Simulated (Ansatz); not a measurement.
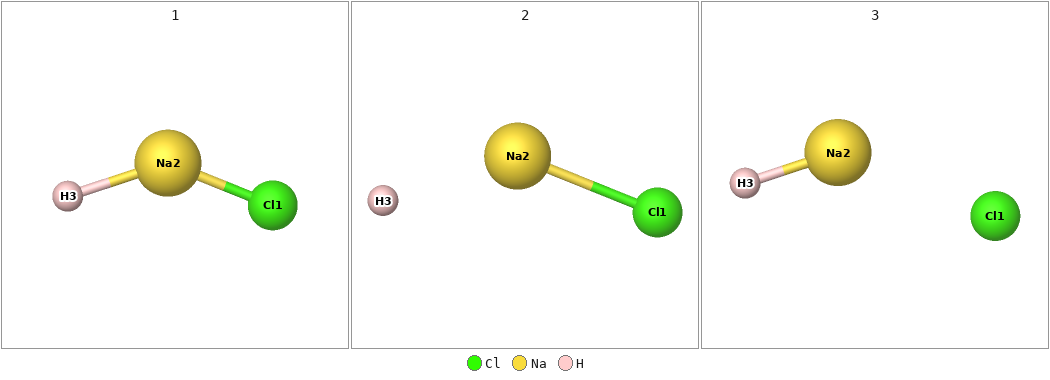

The system Cl + NaH, spin multiplicity 2. The first coordinate is: distance Cl1–Na2; the second: distance Na2–H3. Nothing is relaxed (the angle Cl1–Na2–H3 is fixed at 140 degrees). The grid has 11 × 11 points. Points are written as (first, second). Energies are in kcal/mol, from Cl far from the relaxed NaH (each part in its own basis). These are results of Ansatz, UKS PBE0-D4/def2-SVPD, not measurements.

The numbered pictures are structures from this grid.

Which is the most stable, and how do the others follow?

Answer. 1, at (2.224 Å, 2.062 Å): −51.3 kcal/mol; 2, at (2.968 Å, 2.773 Å): −43.7 kcal/mol; 3, at (3.341 Å, 1.910 Å): −31.0 kcal/mol.

The map, with the structures marked:

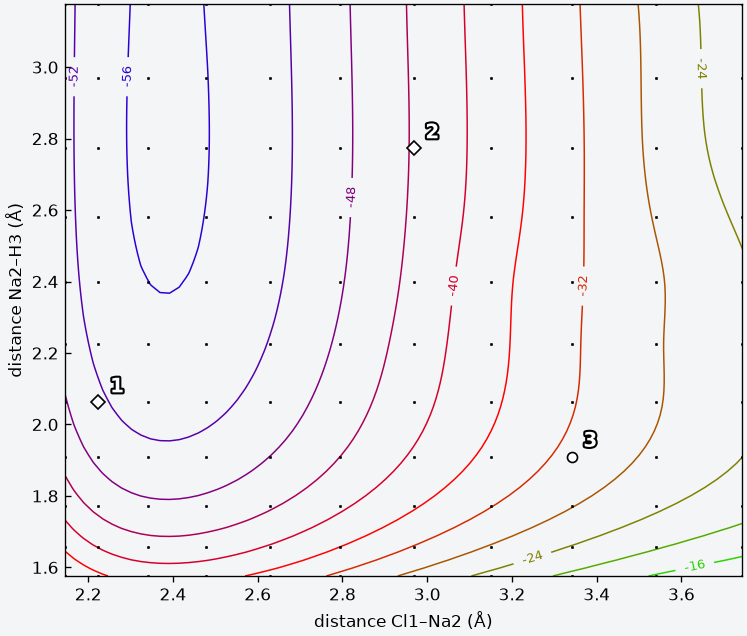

The picture shows contour lines labelled in kcal/mol, dots at the grid points. Between grid points the surface is interpolated.
